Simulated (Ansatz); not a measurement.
# UCCSDTQ/STO-3G run of AlHOF (SMILES [O][AlH][F])

Aim: the vertical doublet–quartet gap of AlHOF at UCCSDTQ/STO-3G, from 2 runs. 

Program for the calculation: Ansatz 0.2.0.

70 further runs of the same task are left out: 5 that didn't finish, 65 set aside as unsound or not needed.

## Step 1: The system as given

AlHOF has 4 atoms, charge 0, and is taken as a doublet. SMILES: `[O][AlH][F]`. The shape is that of a PBE0-D4/def2-TZVP optimisation.

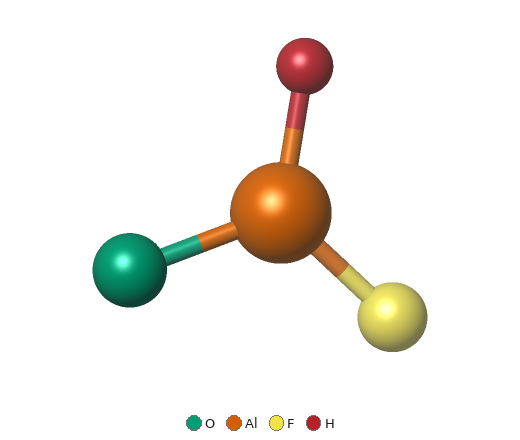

Viewed from a chosen angle; oxygen teal, aluminium orange, fluorine yellow, hydrogen red.

## Step 2: The energy at UCCSDTQ/STO-3G

Input file job.yaml:

```yaml
crystal:
  periodic: [false, false, false]
  atoms:
    - {symbol: O, position_ang: [-0.128300, -1.061600, 1.299400]}
    - {symbol: Al, position_ang: [0.038200, 0.026100, -0.037000]}
    - {symbol: F, position_ang: [-1.126500, -0.010300, -1.192200]}
    - {symbol: H, position_ang: [1.272100, 0.985600, -0.090400]}
basis:
  gaussian:
    orbitals: STO-3G
scf:
  omitted_lower_state_checks: [cluster_reference, increment]
accuracy: high
correlation:
  method: ccsdtq
  frozen_orbitals: {Al: 5, F: 1, H: 0, O: 1}
magnetization:
  spin_polarized: true
  initial_magnetization: 1
```

The run is started by

```sh
$ ansatz run job.yaml --threads 1 --pin off --max-ram 2610MiB --events-out events.jsonl --progress --plain --runs-dir runs
```

Standard output (excerpt; [...] marks lines left out):

```text
Warning: RAYON_NUM_THREADS=1 ignored (pool sized by the plan → 1); use --threads N
Functional definition: HF
  name "HF"
[...]
356 factors; integrals over basis functions are off by at most 3.0e-8 eV
[...]
mean field -11197.89411608 eV, -411.5150185609 hartree, gradient 9.0e-8 eV, S^2 0.755890; 5 other end points of the search recorded, 0 dependent functions left out
7 core orbitals not correlated: weight in the atoms' cores, before any rotation towards them, 1.000 or more for the frozen orbitals, at most 0.000 for the correlated occupied ones
reference -11197.89411608 eV, -411.5150185609 hartree; 9, 8 occupied and 4, 5 virtual orbitals, 356 factors
second order -1.57208787 eV of doubles, -0.00000000 eV of singles
cycle   1  -1.77813779 eV  change   -2.1e-1 eV  update   8.9e-2
[...]
cycle  39  -2.19828966 eV  change   5.3e-10 eV  update   2.1e-9
Total energy: -11200.09240574 eV, -411.5958042156 hartree
Checks for a lower state left out: cluster_reference, increment
```

Wall time 86 s (1 thread of Arm Neoverse V1, shared host); peak memory 0.53 GiB.

## Step 3: The quartet

Input file input.yaml:

```yaml
crystal:
  periodic: [false, false, false]
  atoms:
    - {symbol: O, position_ang: [-0.128300, -1.061600, 1.299400]}
    - {symbol: Al, position_ang: [0.038200, 0.026100, -0.037000]}
    - {symbol: F, position_ang: [-1.126500, -0.010300, -1.192200]}
    - {symbol: H, position_ang: [1.272100, 0.985600, -0.090400]}
basis:
  gaussian:
    orbitals: STO-3G
accuracy: high
magnetization:
  spin_polarized: true
  initial_magnetization: 3
scf:
  omitted_lower_state_checks: [cluster_reference, increment]
correlation:
  method: ccsdtq
  frozen_orbitals: {Al: 5, F: 1, H: 0, O: 1}
```

The run is started by

```sh
$ ansatz run input.yaml --threads 1 --pin off --max-ram 2610MiB --events-out events.jsonl --progress --plain --runs-dir runs
```

Standard output (excerpt; [...] marks lines left out):

```text
Warning: RAYON_NUM_THREADS=1 ignored (pool sized by the plan → 1); use --threads N
[... 2 set-up lines as earlier in the session ...]
[...]
356 factors; integrals over basis functions are off by at most 3.0e-8 eV
[...]
mean field -11190.75410063 eV, -411.2526278324 hartree, gradient 2.1e-8 eV, S^2 3.778769; 11 other end points of the search recorded, 0 dependent functions left out
7 core orbitals not correlated: weight in the atoms' cores, before any rotation towards them, 1.000 or more for the frozen orbitals, at most 0.000 for the correlated occupied ones
reference -11190.75410063 eV, -411.2526278324 hartree; 10, 7 occupied and 3, 6 virtual orbitals, 356 factors
second order -1.06555013 eV of doubles, -0.00000000 eV of singles
cycle   1  -1.30463052 eV  change   -2.4e-1 eV  update   7.4e-2
[...]
cycle 103  -1.73756176 eV  change   1.8e-10 eV  update   1.3e-9
Total energy: -11192.49166239 eV, -411.3164820494 hartree
Checks for a lower state left out: cluster_reference, increment
```

Wall time 2 min (1 thread of Arm Neoverse V1, shared host); peak memory 0.51 GiB.

## Step 4: What came out

Level: UCCSDTQ/STO-3G, 7 core orbitals frozen.

| quantity | value |
| --- | --- |
| doublet: total energy | -411.59580 Eh |
| doublet: correlation energy (7 core orbitals frozen) | -80.8 mEh |
| doublet: ⟨S²⟩ of the reference determinant | 0.756 |
| doublet: T1 diagnostic | 0.017 |
| quartet: total energy | -411.31648 Eh |
| quartet: correlation energy (7 core orbitals frozen) | -63.9 mEh |
| quartet: ⟨S²⟩ of the reference determinant | 3.779 |
| quartet: T1 diagnostic | 0.034 |
| vertical energy of the quartet above the doublet | 7.601 eV |

At this shape the quartet lies 7.60 eV (175 kcal/mol) above the doublet. In a minimal basis such a difference can be off by several eV, whatever the method.
